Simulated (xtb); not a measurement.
## Run report: GaNH2Cl2, geometry relaxation (part 1 of 2)

GaNH2Cl2, SMILES [NH2][Ga]([Cl])[Cl], computed with GFN1-xTB (xtb 6.7.1 later snapshot).

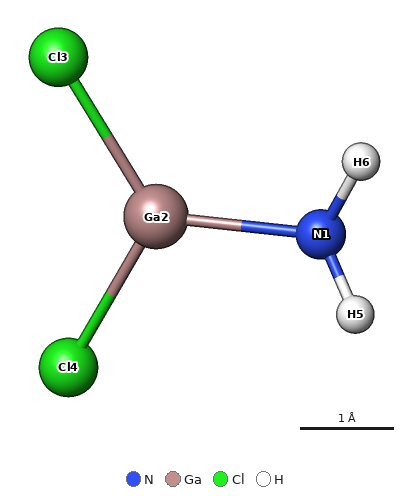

Figure 1. The starting structure (ball-and-stick view, seen at an oblique angle; atoms are numbered from 1 in the order of the input). Sticks mark near contacts. Bond lengths as drawn: Cl–Ga 2.07 to 2.10 Å, Ga–N 1.82 Å and H–N 0.96 to 1.08 Å.

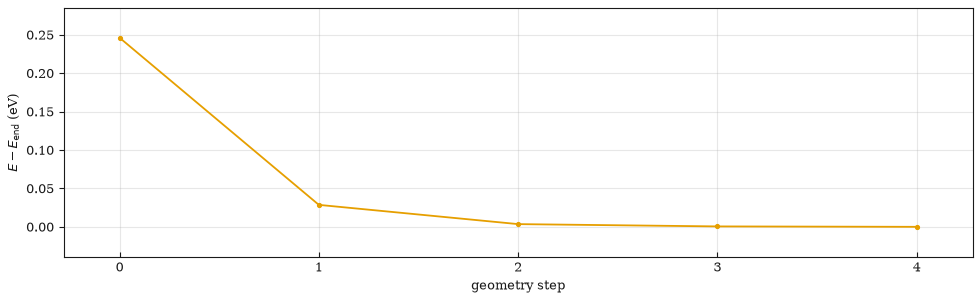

Figure 2. Progress of the relaxation, step by step (steps are counted from 0).

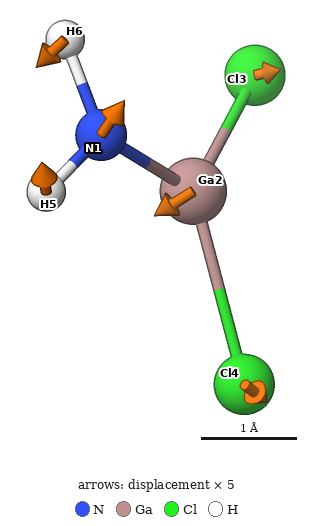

Figure 3. The starting structure with the displacements as orange arrows, magnified 5 times (ball-and-stick view, seen at a tilt). The two geometries are laid on each other by the best rigid fit. Ga2 moves most after the best rigid fit: 0.10 Å. By element the largest moves are Ga 0.10 Å, N 0.10 Å, H 0.09 Å, Cl 0.09 Å. Among the contacts that change: N1–H6 1.080 → 1.014 Å, Ga2–Cl3 2.068 → 2.128 Å, N1–H5 0.956 → 1.012 Å, Ga2–Cl4 2.104 → 2.127 Å. Among the angles that change: H5–N1–H6 114.9° → 107.0°, N1–Ga2–Cl4 115.5° → 120.6°, N1–Ga2–Cl3 123.8° → 119.8°. Over 4 geometry steps the energy falls by 0.246 eV. (Atoms are counted from 1 in the order of the input.)

These pictures come from the run below.

Input (coord):
```
$coord
     -0.561229761753      1.964615970945      0.187857674049  n
      0.298860186610     -1.361755542667      0.038342543069  ga
      3.936526284730     -2.694692761933      0.556751110837  cl
     -2.719467071426     -3.889717768623     -0.511189813973  cl
     -2.006662377218      2.572729837849     -0.708817372086  h
      1.036061245087      3.235891426764      0.207926565493  h
$end
```

File detailed.inp:
```
$chrg 0
$spin 0
$end
```

Command:
```bash
xtb coord --gfn 1 -I detailed.inp --opt sloppy -P 1 > coord.out 2> xtb.err
```

The program's output:
```
* xtb version 6.7.1
   ID    Z sym.   atoms
    1    7 n      1
    2   31 ga     2
    3   17 cl     3, 4
    4    1 h      5, 6

           -------------------------------------------------
          |                Calculation Setup                |
           -------------------------------------------------

          program call               : xtb coord --gfn 1 -I detailed.inp --opt sloppy -P 1
          coordinate file            : coord
          omp threads                :                     1

           -------------------------------------------------
          |                 G F N 1 - x T B                 |
           -------------------------------------------------

      * Hamiltonian:
        H0-scaling (s, p, d)           1.850000    2.250000    2.000000
        zeta-weighting                 0.000000
      * Dispersion:
        s8                             2.400000
        a1                             0.630000
        a2                             5.000000
        s9                             0.000000
      * Repulsion:
        kExp                           1.500000
        rExp                           1.000000
      * Coulomb:
        alpha                          2.000000
        third order                    atomic
        anisotropic                    false
      * Halogen bond correction:
        rad-scale                      1.300000
        damping                        0.440000

          ...................................................
          :                      SETUP                      :
          :.................................................:
          :  # basis functions                  38          :
          :  # atomic orbitals                  35          :
          :  # shells                           15          :
          :  # electrons                        24          :
          :  # halogen bonds                     2          :
          :  max. iterations                   250          :
          :  Hamiltonian                  GFN1-xTB          :
          :  restarted?                      false          :
          :  GBSA solvation                  false          :
          :  PC potential                    false          :
          :  electronic temp.          300.0000000     K    :
          :  accuracy                    1.0000000          :
          :  -> integral cutoff          0.2500000E+02      :
          :  -> integral neglect         0.1000000E-07      :
          :  -> SCF convergence          0.1000000E-05 Eh   :
          :  -> wf. convergence          0.2000000E-04 e    :
          :  Broyden damping             0.4000000          :
          :  net charge                          0          :
          :  unpaired electrons                  0          :
          ...................................................

 iter      E             dE          RMSdq      gap      omega  full diag
   1    -14.2873259 -0.142873E+02  0.557E+00    4.85       0.0  T
   2    -14.2995360 -0.122101E-01  0.359E+00    5.42       1.0  T
   3    -14.2991109  0.425128E-03  0.742E-01    5.05       1.0  T
   4    -14.3003956 -0.128472E-02  0.774E-02    5.23       1.0  T
   5    -14.3004021 -0.648126E-05  0.207E-02    5.24       2.0  T
   6    -14.3004026 -0.548096E-06  0.219E-03    5.23      18.7  T
   7    -14.3004026 -0.177970E-08  0.461E-04    5.23      88.5  T
   8    -14.3004026 -0.153722E-09  0.129E-04    5.23     316.4  T
   9    -14.3004026 -0.230944E-10  0.150E-05    5.23    2722.4  T

   *** convergence criteria satisfied after 9 iterations ***

         #    Occupation            Energy/Eh            Energy/eV
      -------------------------------------------------------------
         1        2.0000           -0.9134261             -24.8556
       ...           ...                  ...                  ...
         6        2.0000           -0.4921287             -13.3915
         7        2.0000           -0.4869212             -13.2498
         8        2.0000           -0.4850462             -13.1988
         9        2.0000           -0.4737709             -12.8920
        10        2.0000           -0.4643567             -12.6358
        11        2.0000           -0.4571270             -12.4391
        12        2.0000           -0.4084745             -11.1152 (HOMO)
        13                         -0.2161236              -5.8810 (LUMO)
        14                         -0.1310751              -3.5667
        15                         -0.1134069              -3.0860
        16                         -0.0897203              -2.4414
        17                         -0.0560037              -1.5239
       ...                                ...                  ...
        35                          0.7525197              20.4771
      -------------------------------------------------------------
                  HL-Gap            0.1923509 Eh            5.2341 eV
             Fermi-level           -0.3122991 Eh           -8.4981 eV

 SCC (total)                   0 d,  0 h,  0 min,  0.006 sec
 SCC setup                      ...        0 min,  0.000 sec (  1.081%)
 Dispersion                     ...        0 min,  0.000 sec (  0.414%)
 classical contributions        ...        0 min,  0.000 sec (  0.145%)
 integral evaluation            ...        0 min,  0.002 sec ( 24.531%)
 iterations                     ...        0 min,  0.002 sec ( 35.975%)
 molecular gradient             ...        0 min,  0.002 sec ( 35.514%)
 printout                       ...        0 min,  0.000 sec (  2.110%)

         :::::::::::::::::::::::::::::::::::::::::::::::::::::
         ::                     SUMMARY                     ::
         :::::::::::::::::::::::::::::::::::::::::::::::::::::
         :: total energy             -14.231135117372 Eh    ::
         :: gradient norm              0.112880693394 Eh/a0 ::
         :: HOMO-LUMO gap              5.234134611383 eV    ::
         ::.................................................::
         :: SCC energy               -14.300402644015 Eh    ::
         :: -> electrostatic           0.024755629760 Eh    ::
         :: repulsion energy           0.071326703771 Eh    ::
         :: dispersion energy         -0.002059177127 Eh    ::
         :: halogen bond corr.         0.000000000000 Eh    ::
         :: add. restraining           0.000000000000 Eh    ::
         :: total charge              -0.000000000000 e     ::
         :::::::::::::::::::::::::::::::::::::::::::::::::::::

      -----------------------------------------------------------
     |                   =====================                   |
     |                        A N C O P T                        |
     |                   =====================                   |
     |               Approximate Normal Coordinate               |
     |                Rational Function Optimizer                |
      -----------------------------------------------------------

          ...................................................
          :                      SETUP                      :
          :.................................................:
          :   optimization level            sloppy          :
          :   max. optcycles                   200          :
          :   ANC micro-cycles                  20          :
          :   degrees of freedom                12          :
          :.................................................:
          :   RF solver                   davidson          :
          :   write xtbopt.log                true          :
          :   linear?                        false          :
          :   energy convergence         0.1000000E-03 Eh   :
          :   grad. convergence          0.6000000E-02 Eh/α :
          :   maximum RF displ.          1.0000000          :
          :   Hlow (freq-cutoff)         0.1000000E-01      :
          :   Hmax (freq-cutoff)         5.0000000          :
          :   S6 in model hess.         20.0000000          :
          ...................................................

generating ANC from exact Hessian ...
Using Lindh-Hessian (1995)
 Shifting diagonal of input Hessian by    7.1007612927704491E-003
 Lowest  eigenvalues of input Hessian
    0.000000    0.000000    0.000000    0.000000    0.000000    0.000000
    0.010000    0.011118    0.013531    0.015218    0.052619    0.090752
    0.136686    0.246725    0.363742    0.537717    1.153107    1.474989
 Highest eigenvalues
    0.136686    0.246725    0.363742    0.537717    1.153107    1.474989

........................................................................
.............................. CYCLE    1 ..............................
........................................................................

 iter      E             dE          RMSdq      gap      omega  full diag
   1    -14.3004026 -0.143004E+02  0.327E-06    5.23       0.0  T
   2    -14.3004026 -0.834888E-13  0.963E-07    5.23   42389.6  T
   3    -14.3004026  0.159872E-13  0.455E-07    5.23   89721.4  T
     SCC iter.                  ...        0 min,  0.001 sec
     gradient                   ...        0 min,  0.002 sec
 * total energy  :   -14.2311351 Eh     change       -0.4352074E-12 Eh
   gradient norm :     0.1128807 Eh/α   predicted     0.0000000E+00 (-100.00%)
   displ. norm   :     0.2446582 α      lambda       -0.1344397E-01
   maximum displ.:     0.1520086 α      in ANC's #7, #2, #1, ...

........................................................................
.............................. CYCLE    2 ..............................
........................................................................

 iter      E             dE          RMSdq      gap      omega  full diag
   1    -14.2979116 -0.142979E+02  0.278E-01    4.79       0.0  T
   2    -14.2981302 -0.218586E-03  0.102E-01    4.89       1.0  T
   3    -14.2981396 -0.945247E-05  0.558E-02    4.88       1.0  T
   4    -14.2981411 -0.148455E-05  0.142E-02    4.89       2.9  T
   5    -14.2981411 -0.243723E-07  0.341E-03    4.88      12.0  T
   6    -14.2981411 -0.125157E-07  0.305E-04    4.88     133.8  T
   7    -14.2981411 -0.185308E-09  0.326E-05    4.88    1253.2  T
   8    -14.2981411 -0.488498E-12  0.145E-05    4.88    2806.7  T
     SCC iter.                  ...        0 min,  0.002 sec
     gradient                   ...        0 min,  0.002 sec
 * total energy  :   -14.2391305 Eh     change       -0.7995368E-02 Eh
   gradient norm :     0.0286357 Eh/α   predicted    -0.7124353E-02 ( -10.89%)
   displ. norm   :     0.1488244 α      lambda       -0.1754526E-02
   maximum displ.:     0.0712581 α      in ANC's #3, #2, #4, ...

........................................................................
.............................. CYCLE    3 ..............................
........................................................................

 iter      E             dE          RMSdq      gap      omega  full diag
   1    -14.3001394 -0.143001E+02  0.800E-02    4.85       0.0  T
   2    -14.3001455 -0.611173E-05  0.339E-02    4.87       1.2  T
   3    -14.3001460 -0.529743E-06  0.157E-02    4.86       2.6  T
   4    -14.3001462 -0.170669E-06  0.328E-03    4.86      12.4  T
   5    -14.3001462 -0.819441E-08  0.431E-04    4.86      94.6  T
   6    -14.3001462 -0.197364E-09  0.724E-05    4.86     563.8  T
   7    -14.3001462 -0.112106E-10  0.443E-06    4.86    9216.5  T
     SCC iter.                  ...        0 min,  0.001 sec
     gradient                   ...        0 min,  0.002 sec
 * total energy  :   -14.2400514 Eh     change       -0.9209197E-03 Eh
   gradient norm :     0.0060827 Eh/α   predicted    -0.8966928E-03 (  -2.63%)
   displ. norm   :     0.1140075 α      lambda       -0.2422175E-03
   maximum displ.:     0.0940487 α      in ANC's #1, #2, #6, ...

........................................................................
.............................. CYCLE    4 ..............................
........................................................................
```
